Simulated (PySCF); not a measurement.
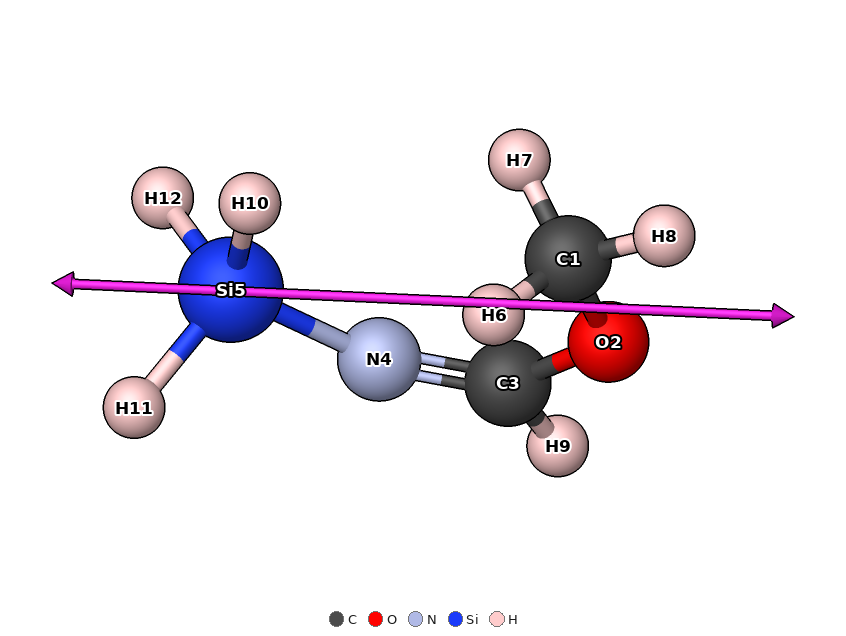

The double arrow shows the direction of the transition dipole to excited singlet state 3 (its length means nothing). The computed structure is the end point of a PBE0-D3(BJ)/def2-SVP optimisation. No frequency run is at hand to confirm it as a minimum. Method: TDDFT LC-wPBE/def2-SVPD, vertical, gas phase, core orbitals frozen in the response (PySCF 2.14.0).

Question: How is the transition polarised?

Answer: Close to the long direction O2···Si5.

Question: Where does the transition lie, and how strong is it?

Answer: 7.34 eV (169 nm), oscillator strength 0.30, mainly HOMO−1 → LUMO+1 (weight 0.55); transition dipole 3.30 D.
